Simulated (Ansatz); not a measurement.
Base system: AlN in the wurtzite structure (space group P6_3mc, No. 186; a = 3.107 Å, c = 4.978 Å). Axes: x lies along a and z along c of the hexagonal cell.

One thing is altered: a free-standing slab of 4 layers (16 atoms, 4 a layer) is cut normal to the y axis, with 15 Å of vacuum and the in-plane cell held at bulk.

Calculations: Kohn–Sham DFT with the r2SCAN functional, run in Ansatz (a quantum-chemistry and plane-wave program) with PAW and 500 eV plane waves, no spin-orbit coupling.

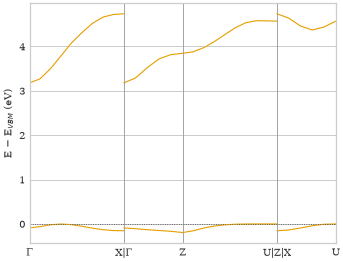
*Highest valence and lowest conduction band along the path of the changed cell's own zone*

From the figure, how large is the changed gap, and is it direct?

About 3.2 eV, indirect, U → Γ.

Whether these cells are dynamically stable was not tested. Labels are those of the standard path for the cell's own space group.
